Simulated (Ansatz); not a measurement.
# SiTe2 (model cell, started as fluorite): relaxing the cell for a phonon run

Wanted: the relaxed cell of SiTe2 (model cell, started as fluorite).

Calculated with Ansatz 0.2.0; DFT PBEsol, scalar-relativistic, plane waves, PAW.

The structure was built from a prototype and need not be the compound's stable phase.

## (1) The starting structure

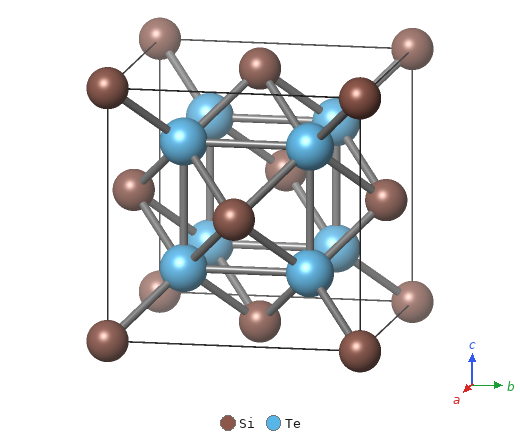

Start, viewed slightly off an axis; silicon brown, tellurium blue. This picture shows the conventional cell, with its axes. Some periodic images of atoms are drawn too.

## (2) Probe on a coarse mesh

First a cheap look: the gap decides the mesh and the occupations, the pressure tells how far the cell has to move.

input.yaml

```yaml
crystal:
  lattice:
    - [0.0, 3.10418, 3.10418]
    - [3.10418, 0.0, 3.10418]
    - [3.10418, 3.10418, 0.0]
  atoms:
    - { symbol: Si, position: [0.0, 0.0, 0.0] }
    - { symbol: Te, position: [0.25, 0.25, 0.25] }
    - { symbol: Te, position: [0.75, 0.75, 0.75] }
kpoints:
  mp_grid: { grid: [6, 6, 6] }
hamiltonian:
  xc: pbesol
scf:
  occupations: { method: gaussian, width: 0.1 }
output:
  forces: true
  stress: true
  eigenvalues: true
```

The run is started by

```
ansatz run input.yaml --threads 4 --pin off --max-ram 7168MiB --backend cpu --events-out ev --progress --plain --runs-dir out
```

Numbers of over 12 decimals in the logs are rounded to 6 here.

What it wrote:

```text
Engine: ansatz 0.2.0, aarch64-unknown-linux-gnu
Pseudopotentials: kind: paw
Pseudopotential: Si, paw, valence charge 4, recommended cutoff 420 eV (normal), Si.paw.azcp
Pseudopotential: Te, paw, valence charge 16, recommended cutoff 420 eV (normal), Te.paw.azcp
Functional definition: PBEsol
  exchange = pbesol_x
  correlation = pbesol_c
Crystal: 3 atoms, lattice volume = 59.823 Å³
[...]
--- Band table (eV; the first three rows and the last of 16) ---
  k-point 0: bands = [... 14 lower, 9.5715, 11.3745, 11.4852, 11.4852, 11.4852, 15.7153, 15.7153, 15.7153]
  k-point 1: bands = [... 14 lower, 9.3938, 10.7988, 11.5046, 11.5046, 14.1660, 15.3395, 15.3395, 15.7620]
  k-point 2: bands = [... 14 lower, 9.2163, 11.0458, 11.0458, 11.3364, 15.4982, 16.3038, 16.3038, 18.6520]
  k-point 15: bands = [... 14 lower, 8.8546, 12.4544, 12.4695, 15.8972, 16.0640, 17.2916, 18.8131, 18.9456]
[key lines of the parts left out:]
SCF converged after 6 iterations
Free energy (F): -14421.931923 eV
Fermi energy:    14.443298 eV
P = ⅓ Tr σ = 30.0159 GPa (300.159 kbar)
```

It took 1.1 s on 4 threads of Arm Neoverse V2, shared host; peak memory 0.32 GiB; 1.9 s of CPU time.

This step gave:

* pressure: 30.02 GPa
* volume per atom: 19.94 Å³
* gap on the k-mesh: 0 eV

The coarse mesh shows no gap and a pressure of 30.0 GPa.

## (3) Rough relaxation

A rough relaxation comes first, because large forces or stress need no tight tolerances yet.

input.yaml, as its differences from that of step 2:

```diff
@@ -19 +19,6 @@
   eigenvalues: true
+relax:
+  adjacent_minimum: "off"
+  f_tol: 0.05
+  max_steps: 80
+  cell: { stress_tol: 0.5 }
```

What it wrote:

```text
[...]
Crystal: 3 atoms, lattice volume = 59.823 Å³
Basis set: ecut = 420 eV, 1211 PW (Γ), exchange–correlation on 60×60×60 points (8 copies of the dense FFT grid, shifted against one another)
Bands: 22, of which v1, the nominal top of the filled ones, is band 18 counted from 1 (17 counted from 0)
Symmetry: 48 space group operations
[...]
k-points: 16 of 216
[...]
--- Relaxed structure (5 steps of the walk, 5 accepted, 1 SCFs on fresh bases) ---
  F+E_penalty+E_count = -14423.35731121 eV   max|allowed force component| = 3.893e-17 eV/Å   (the final SCF, on the basis selected at the relaxed cell)
  cell:  # Å, volume = 79.4777 Å³
    - [0, 3.412493, 3.412493]
    - [3.412493, 0, 3.412493]
    - [3.412493, 3.412493, 0]
  atoms:
    - { symbol: Si, position: [0, 0, 0] }
    - { symbol: Te, position: [0.25, 0.25, 0.25] }
    - { symbol: Te, position: [0.75, 0.75, 0.75] }
[key lines of the parts left out:]
SCF converged after 5 iterations
Free energy (F): -14423.357311 eV
Fermi energy:    9.554831 eV
P = ⅓ Tr σ = 0.1610 GPa (1.610 kbar)
```

Wall time 2.5 s (4 threads); peak memory 0.37 GiB; 8.2 s of CPU time.

The steps of the relaxation:

| step | energy less that of the first step (eV) | largest force component (eV/Å) | pressure (GPa) | volume (Å³) |
| --- | --- | --- | --- | --- |
| 1 | 0.0000 | 0.0000 | 30.02 | 59.82 |
| 2 | -1.1067 | 0.0000 | 10.86 | 69.01 |
| 3 | -1.3803 | 0.0000 | 3.18 | 75.56 |
| 4 | -1.4153 | 0.0000 | 0.60 | 78.66 |
| 5 | -1.4166 | 0.0000 | 0.00 | 79.48 |
| 6* | -1.4254 | 0.0000 | 0.16 | 79.48 |

Relaxation steps marked * repeat the geometry before them on a plane-wave basis chosen anew for their cell, so energy and pressure can jump there.

The run keeps the 48 symmetry operations that it works with, so distortions that break them were not tested.

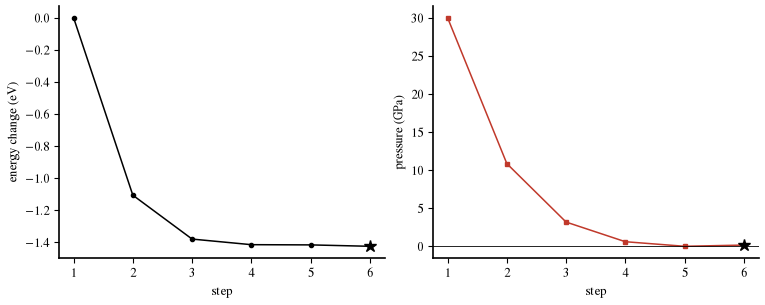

Energy and pressure along the relaxation. Stars mark steps on a basis chosen anew.

| conventional cell, symmetrised | before | after | change |
| --- | --- | --- | --- |
| a (Å) | 6.208 | 6.825 | +9.9 % |
| b (Å) | 6.208 | 6.825 | +9.9 % |
| c (Å) | 6.208 | 6.825 | +9.9 % |
| volume (Å³/atom) | 19.94 | 26.49 | +32.9 % |

Final coordinates:

```xyz
3
Lattice="0.0000 3.4125 3.4125 3.4125 0.0000 3.4125 3.4125 3.4125 0.0000" Properties=species:S:1:pos:R:3 pbc="T T T"
Si    0.0000    0.0000    0.0000
Te    1.7062    1.7062    1.7062
Te    5.1187    5.1187    5.1187
```

This step gave:

* pressure: 0.1610 GPa
* volume per atom: 26.49 Å³

In this step the volume went from 19.94 to 26.49 Å³/atom.

## (4) Relaxation

The cell and atoms are relaxed, since residual forces and stress would shift the frequencies.

input.yaml

```yaml
crystal:
  lattice:
    - [0.0, 3.4124932905, 3.4124932905]
    - [3.4124932905, 0.0, 3.4124932905]
    - [3.4124932905, 3.4124932905, 0.0]
  atoms:
    - { symbol: Si, position: [0.0, 0.0, 0.0] }
    - { symbol: Te, position: [0.25, 0.25, 0.25] }
    - { symbol: Te, position: [0.75, 0.75, 0.75] }
kpoints:
  mp_grid: { grid: [10, 10, 10] }
hamiltonian:
  xc: pbesol
scf:
  occupations: { method: gaussian, width: 0.1 }
output:
  forces: true
  stress: true
  eigenvalues: true
  write_density: true
  write_potential: true
  elf: true
  volumetric_format: npy
relax:
  adjacent_minimum: "off"
  f_tol: 0.005
  max_steps: 80
  cell: { stress_tol: 0.05 }
```

What it wrote:

```text
[...]
Crystal: 3 atoms, lattice volume = 79.478 Å³
Basis set: ecut = 420 eV, 1471 PW (Γ), exchange–correlation on 72×72×72 points (8 copies of the dense FFT grid, shifted against one another)
Bands: 22, of which v1, the nominal top of the filled ones, is band 18 counted from 1 (17 counted from 0)
Symmetry: 48 space group operations
[...]
k-points: 47 of 1000
[...]
SCF iter   1: F=—  HF=-14423.369639 eV  |F-HF|=—  |Δ(HF+E_count)|=         —  Δρ=2.51e-3  dr2=1.04e-2  ethr=1.77e-3  ⟨swp⟩=6.3  Hψ=4922  notcnv=0
[...]
SCF iter   6: F=-14423.366406 eV  HF=-14423.366406 eV  |F-HF|=2.91e-11  |Δ(HF+E_count)|=   6.40e-9  Δρ=7.09e-7  dr2=6.14e-10  ethr=9.26e-11  ⟨swp⟩=7.7  Hψ=6579  notcnv=0
SCF 1 converged in 6 iterations: F = -14423.366406 eV  dr2 = 6.14e-10
[...]
relax step   1: F+E_penalty+E_count = -14423.36640633 eV  Δ(F+E_penalty+E_count) = +0.000e0 eV  max|allowed force component| = 6.939e-18 eV/Å  Δτ_max = 0.0000 Å  P = +0.101 GPa  Ω = 79.478 Å³  (6 SCF iters, dr2 threshold 1.00e-7 eV, accepted)
Crystal: 3 atoms, lattice volume = 79.686 Å³
[...]
SCF iter   3: F=-14423.366408 eV  HF=-14423.366408 eV  |F-HF|=6.81e-9  |Δ(HF+E_count)|=  7.91e-10  Δρ=2.96e-6  dr2=1.10e-8  ethr=7.02e-11  ⟨swp⟩=10.5  Hψ=7385  notcnv=0
SCF 2 converged in 3 iterations: F = -14423.366408 eV  dr2 = 1.10e-8
relax step   2: F+E_penalty+E_count = -14423.36640823 eV  Δ(F+E_penalty+E_count) = -1.903e-6 eV  max|allowed force component| = 1.773e-17 eV/Å  Δτ_max = 0.0000 Å  P = -0.040 GPa  Ω = 79.686 Å³  energy of the carried Pulay correction = -3.736e-5 eV  (3 SCF iters, dr2 threshold 2.53e-8 eV, accepted)
[...]
SCF iter   1: F=—  HF=-14423.366446 eV  |F-HF|=—  |Δ(HF+E_count)|=         —  Δρ=3.58e-6  dr2=1.29e-8  ethr=1.78e-7  ⟨swp⟩=3.1  Hψ=7638  notcnv=0
eigensolver tolerance schedule: the retry pair's looser diagonalisation over-reported the residual by 4973.74 of it (diagonalisation noise at 0.40 of the residual, at the tolerance the schedule requests for it); recorded, not acted on — ethr = c·dr2/N_el stays at c = 1.0e-1
[...]
SCF iter   2: F=—  HF=-14423.366446 eV  |F-HF|=—  |Δ(HF+E_count)|=   3.39e-7  Δρ=1.03e-6  dr2=1.54e-9  ethr=3.58e-11  ⟨swp⟩=3.1  Hψ=2260  notcnv=0
[...]
SCF iter   4: F=-14423.366446 eV  HF=-14423.366446 eV  |F-HF|=1.46e-11  |Δ(HF+E_count)|=  3.64e-12  Δρ=1.19e-7  dr2=1.10e-11  ethr=1.00e-12  ⟨swp⟩=7.1  Hψ=5602  notcnv=0
SCF 3 converged in 4 iterations: F = -14423.366446 eV  dr2 = 1.10e-11
relax step   3: F+E_penalty+E_count = -14423.36644607 eV  Δ(F+E_penalty+E_count) = -3.783e-5 eV  max|allowed force component| = 1.619e-17 eV/Å  Δτ_max = 0.0000 Å  P = -0.040 GPa  Ω = 79.686 Å³  stress off target by 3.98e-2 GPa  SCF on the basis re-selected at this cell (its energy is not comparable with the rows above)  (4 SCF iters)
[...]
SCF converged after 4 iterations
Free energy (F): -14423.366446 eV
[...]
Internal energy: -14423.358006 eV  (E = F + TS)
E sigma→0 (E₀):  -14423.362226 eV
Entropy (-TS):   -0.008440 eV (-2.813 meV/atom)
Fermi energy:    9.453853 eV
[...]
--- Stress (GPa, compression-positive) ---
       -0.039768      -0.000000      -0.000000
       -0.000000      -0.039768      -0.000000
       -0.000000      -0.000000      -0.039768
  P = ⅓ Tr σ = -0.0398 GPa (-0.398 kbar)
--- Band table (eV; the first three rows and the last of 47) ---
  k-point 0: bands = [... 14 lower, 5.9892, 5.9892, 7.4867, 7.4867, 7.4867, 10.9623, 10.9623, 10.9623]
  k-point 1: bands = [... 14 lower, 5.9357, 5.9530, 7.4935, 7.4935, 8.2612, 10.8962, 10.8962, 10.9155]
  k-point 2: bands = [... 14 lower, 5.8283, 6.1875, 7.4255, 7.4255, 9.3843, 10.9770, 10.9770, 11.1537]
  k-point 46: bands = [... 14 lower, 5.6604, 7.2432, 8.2076, 10.5268, 11.1283, 11.1853, 12.8948, 13.1469]
--- Relaxed structure (2 steps of the walk, 2 accepted, 1 SCFs on fresh bases) ---
[...]
cell:  # Å, volume = 79.6860 Å³
    - [0, 3.415472, 3.415472]
    - [3.415472, 0, 3.415472]
    - [3.415472, 3.415472, 0]
  atoms:
    - { symbol: Si, position: [0, 0, 0] }
    - { symbol: Te, position: [0.25, 0.25, 0.25] }
    - { symbol: Te, position: [0.750000, 0.750000, 0.750000] }
```

Elapsed: 3.9 s, on 4 threads; peak memory 0.43 GiB.

Little changed from the start: no atom moved by 0.005 Å and no cell edge by 0.1 %.

Numbers from this step:

```yaml
pressure: -0.03977 GPa
volume_per_atom: 26.56 Å³
```

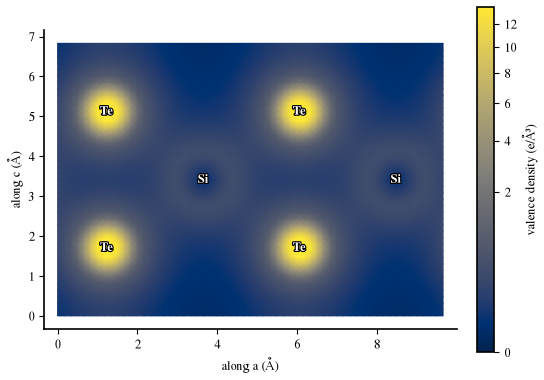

Valence density in the ac plane of a cell with a along [110], b along [-110] and c along [001] of the cube at fractional y = 0.000, with atoms of Si and Te within 0.2 Å of it. It is the smooth field of the valence electrons, not physical close to the nuclei. The map starts off the cell's origin, so that atoms lie inside it. The colour scale is stretched toward low values.

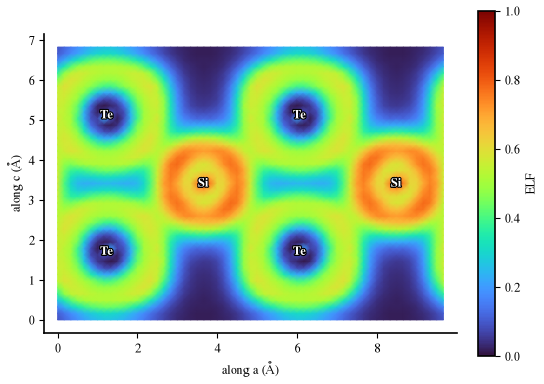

ELF in the ac plane of a cell with a along [110], b along [-110] and c along [001] of the cube at fractional y = 0.000, with atoms of Si and Te within 0.2 Å of it. It is the smooth field of the valence electrons, not physical close to the nuclei. The map starts off the cell's origin, so that atoms lie inside it.

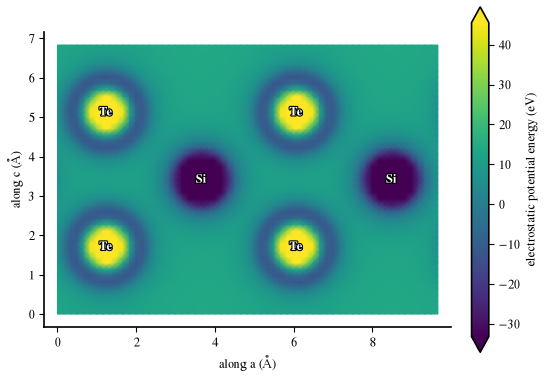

Electrostatic potential energy in the ac plane of a cell with a along [110], b along [-110] and c along [001] of the cube at fractional y = 0.000, with atoms of Si and Te within 0.2 Å of it. With pseudopotentials it is smooth inside the atoms' cores, unlike the true potential. The map starts off the cell's origin, so that atoms lie inside it.

In this step the volume went from 26.49 to 26.56 Å³/atom.

## (5) Tight relaxation

Phonons need a cell at rest on their own settings, so the relaxation is repeated with tight tolerances on forces and stress, using the mesh and the filling of the phonon run that follows.

input.yaml

```yaml
crystal:
  lattice:
    - [0.0, 3.4154717027, 3.4154717027]
    - [3.4154717027, 0.0, 3.4154717027]
    - [3.4154717027, 3.4154717027, 0.0]
  atoms:
    - { symbol: Si, position: [0.0, 0.0, 0.0] }
    - { symbol: Te, position: [0.25, 0.25, 0.25] }
    - { symbol: Te, position: [0.75, 0.75, 0.75] }
kpoints:
  mp_grid: { grid: [12, 12, 12] }
hamiltonian:
  xc: pbesol
scf:
  occupations: { method: methfessel_paxton, width: 0.15 }
output:
  forces: true
  stress: true
  eigenvalues: true
relax:
  adjacent_minimum: "off"
  f_tol: 0.001
  max_steps: 60
  cell: { stress_tol: 0.01 }
```

What it wrote:

```text
[...]
Crystal: 3 atoms, lattice volume = 79.686 Å³
Basis set: ecut = 420 eV, 1471 PW (Γ), exchange–correlation on 72×72×72 points (8 copies of the dense FFT grid, shifted against one another)
Bands: 22, of which v1, the nominal top of the filled ones, is band 18 counted from 1 (17 counted from 0)
Symmetry: 48 space group operations
[...]
k-points: 72 of 1728
[...]
k-point 71: bands = [... 14 lower, 6.3901, 6.3901, 8.3483, 10.5448, 10.9395, 11.0295, 13.0142, 13.0142]
--- Relaxed structure (3 steps of the walk, 3 accepted, 1 SCFs on fresh bases) ---
[...]
cell:  # Å, volume = 79.8438 Å³
    - [0, 3.417725, 3.417725]
    - [3.417725, 0, 3.417725]
    - [3.417725, 3.417725, 0]
  atoms:
    - { symbol: Si, position: [0, 0, 0] }
    - { symbol: Te, position: [0.25, 0.25, 0.25] }
    - { symbol: Te, position: [0.750000, 0.750000, 0.750000] }
[key lines of the parts left out:]
SCF converged after 5 iterations
Free energy (F): -14423.345941 eV
Fermi energy:    9.450240 eV
P = ⅓ Tr σ = -0.0002 GPa (-0.002 kbar)
```

Elapsed: 7.1 s, on 4 threads; peak memory 0.46 GiB.

Little changed from the start: no atom moved by 0.005 Å and no cell edge by 0.1 %.

This step gave:

```
pressure        : -2.32e-4 GPa
volume per atom : 26.61 Å³
```

The forces vanish by symmetry and the pressure is 0.000 GPa, within the tolerances set. The cell now holds 26.61 Å³/atom.

## (6) Outcome

| Item | Value |
| --- | --- |
| space group after relaxation (within 0.01 Å) | Fm-3m |
| lattice constant a | 6.835 Å |
| lattice constant b | 6.835 Å |
| lattice constant c | 6.835 Å |
| volume per atom | 26.6 Å³ |

**Reading.** The forces vanish by symmetry and the pressure is 0.000 GPa, within the tolerances set. The cell now holds 26.61 Å³/atom. The relaxation keeps the symmetry of its start, so it says nothing on stability against lower symmetry. Spin-orbit coupling is left out, which can matter for the heavy elements here. The starting cell was built on a prototype and not taken from a measurement, so the phase need not exist.

[Logs are printed without paths, hosts, clocks, repeated set-up lines and the standing remarks that a program may print on its own settings, such as how far it seeks lower states.]

[Hosts, paths, dates, database ids (printed as entryN), source tags and the programs' standing remarks are cut or masked in the printed files.]
